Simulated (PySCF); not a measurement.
Vertical excitations of a molecule C4H10BN from PySCF 2.14.0 with TDA-ωB97X/def2-SVPD, as energy in eV (oscillator strength): 6.91 (0.005), 7.56 (0.027), 7.69 (0.033), 7.72 (0.032), 8.24 (0.020), 8.48 (0.017), 8.68 (0.155), 8.78 (0.037), 8.90 (0.055), 9.01 (0.024). Lowest triplet (TDA): 6.38 eV. Geometry optimised at B3LYP-D3(BJ)/def2-SVP. Other conformers were not sampled.

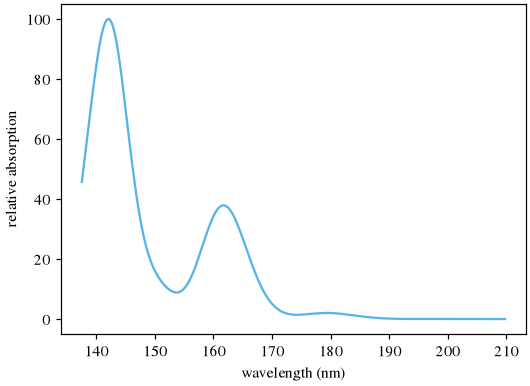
Figure. The lines broadened by 0.4 eV.

Task: Which structure fits?
A) C[C@H]1CCB1N
B) C/N=C/B(C)C
C) C=CBN(C)C
D) CNB1CCC1

Result: A, C[C@H]1CCB1N
